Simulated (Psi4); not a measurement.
# CH4ClGe (SMILES [CH3][GeH][Cl]), step by step, part 3 of 3

Psi4 1.11. Earlier steps stand in the parts before.

**6. The singlet anion: a geometry optimisation at PBE/def2-SVPD (density fitting) (run 5)**

File ch4clge.dat:

```
memory 1600 MB

molecule m {
  -1 1
  C     -0.749324     0.452824    -0.268965
  Ge     0.694703    -0.895498    -0.197920
  Cl     1.046522    -1.347640     1.944331
  H     -0.442833     1.327846     0.337320
  H     -1.688026     0.036289     0.138016
  H     -0.907676     0.766493    -1.318393
  H      2.063878    -0.316088    -0.704558
  units angstrom
  symmetry c1
}

set globals {
  basis        def2-SVPD
  reference    rks
  geom_maxiter 50
}

optimize('pbe')
print_variables()
```

Started as:

```sh
$ psi4 ch4clge.dat ch4clge.out -n 1
```

ch4clge.out:

```text
Psi4 1.11 release

gradient() will perform analytic gradient computation.

   => Loading Basis Set <=

    Name: DEF2-SVPD
    Role: ORBITAL
    Keyword: BASIS

         ---------------------------------------------------------
                                   SCF
                              RKS Reference
                        1 Threads,   1525 MiB Core
         ---------------------------------------------------------

  ==> Geometry <==

    Molecular point group: c1
    Full point group: C1

    Geometry (in Angstrom), charge = -1, multiplicity = 1:

       Center              X                  Y                   Z               Mass
    ------------   -----------------  -----------------  -----------------  -----------------
         C           -1.373514964995     1.301830844159    -0.657795629981    12.000000000000
         GE           0.070512035005    -0.046491155841    -0.586750629981    73.921177761000
         CL           0.422331035005    -0.498633155841     1.555500370019    34.968852682000
         H           -1.067023964995     2.176852844159    -0.051510629981     1.007825032230
         H           -2.312216964995     0.885295844159    -0.250814629981     1.007825032230
         H           -1.531866964995     1.615499844159    -1.707223629981     1.007825032230
         H            1.439687035005     0.532918844159    -1.093388629981     1.007825032230

  Running in c1 symmetry.

  Rotational constants: A =      0.37402  B =      0.10831  C =      0.08689 [cm^-1]
  Rotational constants: A =  11212.94767  B =   3247.02768  C =   2604.80509 [MHz]
  Nuclear repulsion =  249.003194722286395

  Charge       = -1
  Multiplicity = 1
  Electrons    = 60
  Nalpha       = 30
  Nbeta        = 30

  ==> Algorithm <==

  SCF Algorithm Type is DF.
  DIIS enabled.
  MOM disabled.
  Fractional occupation disabled.
  Guess Type is SAD.
  Energy threshold   = 1.00e-08
  Density threshold  = 1.00e-08
  Integral threshold = 1.00e-12

  ==> Primary Basis <==

  Basis Set: DEF2-SVPD
    Blend: DEF2-SVPD
    Number of shells: 49
    Number of basis functions: 117
    Number of Cartesian functions: 125
    Spherical Harmonics?: true
    Max angular momentum: 2

  ==> DFT Potential <==

   => LibXC <=

    Version 7.1.2

   => Composite Functional: PBE <=

    PBE GGA Exchange-Correlation Functional

    Deriv               =              1
    GGA                 =           TRUE
    Meta                =          FALSE

    Exchange Hybrid     =          FALSE
    MP2 Hybrid          =          FALSE

   => Exchange Functionals <=

    1.0000     XC_GGA_X_PBE

   => Correlation Functionals <=

    1.0000     XC_GGA_C_PBE

   => LibXC Density Thresholds  <==

    XC_GGA_C_PBE:  1.00E-12
    XC_GGA_X_PBE:  1.00E-15

   => Molecular Quadrature <=

    Radial Scheme          =       TREUTLER
    Pruning Scheme         =           NONE
    Nuclear Scheme         =       TREUTLER

    Blocking Scheme        =         OCTREE
    BS radius alpha        =              1
    Pruning alpha          =              1
    Radial Points          =             75
    Spherical Points       =            302
    Total Points           =         152298
    Total Blocks           =           1191
    Max Points             =            255
    Max Functions          =            116
    Weights Tolerance      =       1.00E-15

   => Loading Basis Set <=

    Name: (DEF2-SVPD AUX)
    Role: JKFIT
    Keyword: DF_BASIS_SCF

  ==> Integral Setup <==

  DFHelper Memory: AOs need 0.060 GiB; user supplied 0.693 GiB.
  SCF_SUBTYPE=INCORE selected. In-core MEM_DF algorithm will be used.
  Using in-core AOs.

  ==> MemDFJK: Density-Fitted J/K Matrices <==

    J tasked:                   Yes
    K tasked:                    No
    wK tasked:                   No
    Memory [MiB]:               709
    Algorithm:                 Core
    Schwarz Cutoff:           1E-12
    Mask sparsity (%):       0.9789
    Fitting Condition:        1E-10

   => Auxiliary Basis Set <=

  Basis Set: (DEF2-SVPD AUX)
    Blend: DEF2-UNIVERSAL-JKFIT
    Number of shells: 147
    Number of basis functions: 541
    Number of Cartesian functions: 695
    Spherical Harmonics?: true
    Max angular momentum: 5

  Cached 100.0% of DFT collocation blocks in 0.425 [GiB].

  Minimum eigenvalue in the overlap matrix is 6.0620674034E-04.
  Reciprocal condition number of the overlap matrix is 7.4944862420E-05.
    Using symmetric orthogonalization.

  ==> Pre-Iterations <==

  SCF Guess: Superposition of Atomic Densities via on-the-fly atomic UHF (no occupation information).

   -------------------------
    Irrep   Nso     Nmo
   -------------------------
     A        117     117
   -------------------------
    Total     117     117
   -------------------------

  ==> Iterations <==

                           Total Energy        Delta E     RMS |[F,P]|

[... 3 lines left out ...]
   @DF-RKS iter   3: -2575.69209526792838   -7.46767e+01   1.81609e-02 DIIS/ADIIS
[... 4 lines left out ...]
   @DF-RKS iter   8: -2576.78192351523012   -9.77157e-05   3.97059e-05 DIIS
[... 4 lines left out ...]
   @DF-RKS iter  13: -2576.78193745147428   -5.54792e-11   1.32186e-08 DIIS
[... 37 lines left out ...]
    Nuclear Repulsion Energy =            249.0031947222863948
[... 4 lines left out ...]
    VV10 Nonlocal Energy =                  0.0000000000000000
[... 93 lines left out ...]
    Weights Tolerance      =       1.00E-15
[... 147 lines left out ...]
    Weights Tolerance      =       1.00E-15
[... 61 lines left out ...]
   @DF-RKS iter   3: -2576.80495927727907   -3.58294e-03   8.81734e-05 DIIS
[... 4 lines left out ...]
   @DF-RKS iter   8: -2576.80504054708763   -2.01544e-09   1.23069e-07 DIIS
[... 15 lines left out ...]
  @DF-RKS Final Energy: -2576.80504054717812
[... 7 lines left out ...]
    Empirical Dispersion Energy =           0.0000000000000000
[... 18 lines left out ...]
 Dipole Z            :         -2.1402253            1.7899435           -0.3502818
[... 105 lines left out ...]
	  Convergence Criteria     1.00e-06 *    3.00e-04 *             o    1.20e-03 *             o
[... 110 lines left out ...]
   @DF-RKS iter   2: -2576.80655006875941    1.11177e-03   4.73397e-04 DIIS/ADIIS
[... 4 lines left out ...]
   @DF-RKS iter   7: -2576.80859933245301   -2.01762e-08   3.27055e-07 DIIS
[... 10 lines left out ...]
    Final Occupation by Irrep:
[... 12 lines left out ...]
    DFT Exchange-Correlation Energy =    -113.7420001491741033
[... 18 lines left out ...]
 Dipole Y            :         -7.3771920            7.4765442            0.0993521
[... 104 lines left out ...]
	   Step    Total Energy     Delta E     Max Force     RMS Force      Max Disp      RMS Disp
[... 117 lines left out ...]
   @DF-RKS iter   1: -2576.80890075399839   -5.56661e-03   9.70505e-05 DIIS
[... 4 lines left out ...]
   @DF-RKS iter   6: -2576.80901611999934   -5.89398e-09   2.80611e-07 DIIS
[... 10 lines left out ...]
    Final Occupation by Irrep:
[... 12 lines left out ...]
    DFT Exchange-Correlation Energy =    -113.7348374133372317
[... 18 lines left out ...]
 Dipole Y            :         -7.3418456            7.4592958            0.1174502
[... 104 lines left out ...]
	   Step    Total Energy     Delta E     Max Force     RMS Force      Max Disp      RMS Disp
[... 111 lines left out ...]
   @DF-RKS iter   1: -2576.80834501184381   -1.42784e-02   2.36862e-04 DIIS/ADIIS
[... 4 lines left out ...]
   @DF-RKS iter   6: -2576.80892831164920   -7.36168e-08   8.56535e-07 DIIS
[... 4 lines left out ...]
  Energy and wave function converged.
[... 18 lines left out ...]
    Two-Electron Energy =                1365.5723585761300001
[... 18 lines left out ...]
 Dipole X            :          3.8266011           -4.1850199           -0.3584187
[... 100 lines left out ...]
	Measures of convergence in internal coordinates in au.
[... 115 lines left out ...]
   @DF-RKS iter   0: -2576.80882579512809   -2.57681e+03   7.82650e-04
[... 4 lines left out ...]
   @DF-RKS iter   5: -2576.80908910498601   -1.66746e-07   1.28607e-06 DIIS
[... 4 lines left out ...]
  Energy and wave function converged.
[... 18 lines left out ...]
    Two-Electron Energy =                1365.8713872881098723
[... 18 lines left out ...]
 Dipole X            :          3.6727593           -4.0480238           -0.3752646
[... 100 lines left out ...]
	Measures of convergence in internal coordinates in au.
[... 104 lines left out ...]
   @DF-RKS iter   0: -2576.80560939976249   -2.57681e+03   8.24377e-04
[... 4 lines left out ...]
   @DF-RKS iter   5: -2576.80915144833762   -4.02661e-07   1.77875e-06 DIIS
[... 4 lines left out ...]
  Energy and wave function converged.
[... 18 lines left out ...]
    Two-Electron Energy =                1365.8612743730104739
[... 18 lines left out ...]
 Dipole X            :          3.5523998           -3.9434114           -0.3910117
[... 100 lines left out ...]
	Measures of convergence in internal coordinates in au.
[... 104 lines left out ...]
   @DF-RKS iter   0: -2576.80904374994179   -2.57681e+03   3.53560e-05
[... 4 lines left out ...]
   @DF-RKS iter   5: -2576.80915227012065   -8.20364e-10   7.35898e-08 DIIS
[... 34 lines left out ...]
  @DF-RKS Final Energy: -2576.80915227015021
[... 7 lines left out ...]
    Empirical Dispersion Energy =           0.0000000000000000
[... 18 lines left out ...]
 Dipole Z            :         -2.9288185            2.2273318           -0.7014867
[... 27 lines left out ...]
  Nuclear repulsion =  234.859351829714711

   => Molecular Quadrature <=

    Radial Scheme          =       TREUTLER
    Pruning Scheme         =           NONE
    Nuclear Scheme         =       TREUTLER

    Blocking Scheme        =         OCTREE
    BS radius alpha        =              1
    Pruning alpha          =              1
    Radial Points          =             75
    Spherical Points       =            302
    Total Points           =         152299
    Total Blocks           =           1193
    Max Points             =            256
    Max Functions          =            115
    Weights Tolerance      =       1.00E-15

  -Total Gradient:
     Atom            X                  Y                   Z
    ------   -----------------  -----------------  -----------------
       1        0.000037311748     0.000017857613    -0.000017592015
       2       -0.000028690599     0.000007665948     0.000003580736
       3       -0.000020135694     0.000005189723     0.000011893953
       4       -0.000013500598    -0.000009279492    -0.000012037955
       5       -0.000025285257    -0.000010624365    -0.000030071913
       6       -0.000030635512     0.000009426398    -0.000010695475
       7       -0.000006466885     0.000003812945     0.000016451486

	total time  =          1 seconds =       0.02 minutes

    			-----------------------------------------

    			 OPTKING 3.0: for geometry optimizations

    			        with contributions from

    			-----------------------------------------

	                            ===> Fragment 1 <==

	 Z (Atomic Numbers)          Masses                          Geom
	       6.000000            12.000000         -2.46502269  2.60946483 -1.10365083
	      32.000000            73.921178          0.06689515 -0.35068598 -1.28028856
	      17.000000            34.968853          0.88924983 -0.47168172  3.23371301
	       1.000000             1.007825         -1.80685087  4.16621423  0.13448323
	       1.000000             1.007825         -4.33133959  1.94963852 -0.41234968
	       1.000000             1.007825         -2.72809774  3.37404847 -3.04619206
	       1.000000             1.007825          2.45570872  1.52759738 -1.83059201

	 - Coordinate -           - BOHR/RAD -       - ANG/DEG -
	 R(1,2)           =         3.899269           2.063404
	 R(1,4)           =         2.095146           1.108703
	 R(1,5)           =         2.096761           1.109558
[... 17 lines of this table left out ...]
	 D(6,1,2,7)       =         1.244170          71.285665

	        --- Internal Coordinate Step in ANG or DEG, aJ/ANG or AJ/DEG ---
	-------------------------------------------------------------------------------
	           Coordinate      Previous         Force          Change          New
	           ----------      --------        ------          ------        ------
	               R(1,2)       2.06340        0.00009        0.00006       2.06347
	               R(1,4)       1.10870        0.00009        0.00002       1.10872
	               R(1,5)       1.10956       -0.00009       -0.00002       1.10954
[... 17 lines of this table left out ...]
	           D(6,1,2,7)      71.28566       -0.00000        0.00606      71.29172
	-------------------------------------------------------------------------------

	                                 ==> Convergence Check <==

	Measures of convergence in internal coordinates in au.

	Criteria marked as inactive (o), active & met (*), and active & unmet ( ).

	----------------------------------------------------------------------------------------------
	   Step    Total Energy     Delta E     Max Force     RMS Force      Max Disp      RMS Disp
	----------------------------------------------------------------------------------------------
	  Convergence Criteria     1.00e-06 *    3.00e-04 *             o    1.20e-03 *             o
	----------------------------------------------------------------------------------------------
	     8   -2576.80915227   -8.00e-07 *    3.83e-05 *    1.33e-05 o    4.67e-04 *    2.01e-04 o  ~
	----------------------------------------------------------------------------------------------

Next Geometry in Ang
	Fragment 1 (Ang)

	    C  -1.3044553192   1.3808423981  -0.5839671546
	   Ge   0.0355207795  -0.1855524304  -0.6775586433
	   Cl   0.4703328546  -0.2497628557   1.7111337266
	    H  -0.9561426963   2.2048343225   0.0710009564
	    H  -2.2920008573   1.0317932110  -0.2179161148
	    H  -1.4435991154   1.7852128787  -1.6120062016
	    H   1.2995480907   0.8085327324  -0.9687293160

    Final optimized geometry and variables:
    Molecular point group: c1
    Full point group: C1

    Geometry (in Angstrom), charge = -1, multiplicity = 1:

    C           -1.304433830234     1.380869320421    -0.584026869681
    GE           0.035399389438    -0.185575026343    -0.677499527333
    CL           0.470570745722    -0.249603215962     1.711207230001
    H           -0.956144302768     2.204665627240     0.071165462097
    H           -2.292046201874     1.031704273646    -0.218206051734
    H           -1.443647154588     1.785469555441    -1.611975416853
    H            1.299505090869     0.808369722144    -0.968707573740

  Variable Map:
  ----------------------------------------------------------------------------
  "CURRENT ENERGY"              =>   -2576.809152270150
  "CURRENT REFERENCE ENERGY"    =>   -2576.809152270150
  "DD SOLVATION ENERGY"         =>       0.000000000000
  "DFT FUNCTIONAL TOTAL ENERGY" =>   -2576.809152270150
  "DFT TOTAL ENERGY"            =>   -2576.809152270150
  "DFT VV10 ENERGY"             =>       0.000000000000
  "DFT XC ENERGY"               =>    -113.732583890241
  "GRID ELECTRONS ALPHA"        =>      29.999998242472
  "GRID ELECTRONS BETA"         =>      29.999998242472
  "GRID ELECTRONS TOTAL"        =>      59.999996484944
  "NUCLEAR REPULSION ENERGY"    =>     234.859351829715
  "ONE-ELECTRON ENERGY"         =>   -4063.826432848541
  "OPTIMIZATION ITERATIONS"     =>       8.000000000000
  "PCM POLARIZATION ENERGY"     =>       0.000000000000
  "PE ENERGY"                   =>       0.000000000000
  "SCF ITERATION ENERGY"        =>   -2576.809152270150
  "SCF ITERATIONS"              =>       7.000000000000
  "SCF TOTAL ENERGY"            =>   -2576.809152270150
  "TWO-ELECTRON ENERGY"         =>    1365.890512638918
  "XC GRID RADIAL POINTS"       =>      75.000000000000
  "XC GRID SPHERICAL POINTS"    =>     302.000000000000
  "XC GRID TOTAL POINTS"        =>  152299.000000000000

  Array Variable Map:
  ----------------------------------------------------------------------------
  "CURRENT DIPOLE"              =>      -0.390435563479 ... -0.701486716764 1 by 3
  "CURRENT GRADIENT"            =>       0.000037311748 ... 0.000016451486 7 by 3
  "DFT TOTAL GRADIENT"          =>       0.000037311748 ... 0.000016451486 7 by 3
  "SCF DIPOLE"                  =>      -0.390435563479 ... -0.701486716764 1 by 3
  "SCF TOTAL ENERGIES"          =>   -2576.809043749942 ... -2576.809152270150 1 by 8
  "SCF TOTAL GRADIENT"          =>       0.000037311748 ... 0.000016451486 7 by 3

    Psi4 run time: 0:00:42.70

[set-up sections that repeat, and orbital energies of the middle runs, are left out above]
```

The script printed:

```text
Optimizer: Optimization complete!
```

It took 44 s on 1 thread of Intel Xeon 6975P-C (Granite Rapids), shared host; peak memory 0.77 GiB.

Step by step:

| step | energy from the first frame kept (eV) | largest force (eV/Å) |
| --- | --- | --- |
| 0 | 0.0000 | 3.9422 |
| 1 | -0.6287 | 1.5507 |
| 2 | -0.7255 | 0.3972 |
| 3 | -0.7368 | 0.2050 |
| 4 | -0.7345 | 0.0376 |
| 5 | -0.7388 | 0.0460 |
| 6 | -0.7405 | 0.0151 |
| 7 | -0.7406 | 0.0023 |

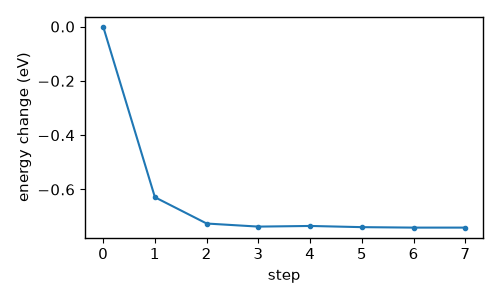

Energy along the run.

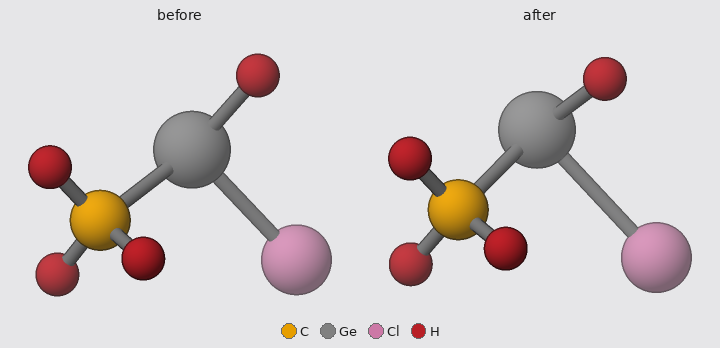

Before and after, at one scale.

After the run. Bond lengths: C1–Ge2 2.063 Å, Ge2–Cl3 2.429 Å, C1–H4 1.109 Å, C1–H5 1.110 Å, C1–H6 1.113 Å, Ge2–H7 1.634 Å. Angles: C1–Ge2–Cl3 95.3°, C1–Ge2–H7 92.8°, Cl3–Ge2–H7 93.0°, Ge2–C1–H4 112.8°, Ge2–C1–H5 110.7°, Ge2–C1–H6 108.4°, H4–C1–H5 108.6°, H4–C1–H6 108.4°, H5–C1–H6 107.9°.

**7. What came out**

What follows sums up all 3 parts.

| quantity | value |
| --- | --- |
| run 1, UPBE/def2-SVPD: total energy at the end | -2576.73346 Eh |
| run 1, UPBE/def2-SVPD: dipole moment | 2.59 D |
| run 1, UPBE/def2-SVPD: HOMO energy (highest over α and β) | -5.34 eV |
| run 1, UPBE/def2-SVPD: LUMO energy (lowest over α and β) | -4.10 eV |
| run 1, UPBE/def2-SVPD: ⟨S²⟩ | 0.751 |
| singlet cation, run 2: total energy | -2576.42478 Eh |
| singlet cation, run 2: HOMO energy | -13.17 eV |
| singlet cation, run 2: LUMO energy | -11.39 eV |
| singlet cation, run 2: HOMO–LUMO gap | 1.78 eV |
| singlet cation, run 3: total energy at the end | -2576.46033 Eh |
| singlet cation, run 3: HOMO energy | -13.44 eV |
| singlet cation, run 3: LUMO energy | -9.64 eV |
| singlet cation, run 3: HOMO–LUMO gap | 3.80 eV |
| singlet anion, run 4: total energy | -2576.78194 Eh |
| singlet anion, run 4: HOMO energy | 1.43 eV |
| singlet anion, run 4: LUMO energy | 3.83 eV |
| singlet anion, run 4: HOMO–LUMO gap (to an unbound level, set by the basis) | 2.40 eV |
| singlet anion, run 5: total energy at the end | -2576.80915 Eh |
| singlet anion, run 5: HOMO energy | 0.10 eV |
| singlet anion, run 5: LUMO energy | 3.36 eV |
| singlet anion, run 5: HOMO–LUMO gap (to an unbound level, set by the basis) | 3.26 eV |
| adiabatic electron affinity (to the singlet anion, no zero-point term) | 2.060 eV |
| adiabatic ionisation energy (to the singlet cation, no zero-point term) | 7.432 eV |

In words: The adiabatic electron affinity (to the singlet anion, no zero-point term) is 2.06 eV (199 kJ/mol). The adiabatic ionisation energy (to the singlet cation, no zero-point term) is 7.43 eV (717 kJ/mol). The optimisation (run 1, UPBE/def2-SVPD) took 5 steps and changed the energy by -0.034 eV. The optimisation (singlet cation, run 3) took 10 steps and changed the energy by -0.967 eV. The HOMO (singlet anion, run 4) lies at positive energy, 1.43 eV, as semi-local functionals often give for anions; only total energies tell whether the electron is bound. The optimisation (singlet anion, run 5) took 8 steps and changed the energy by -0.741 eV.
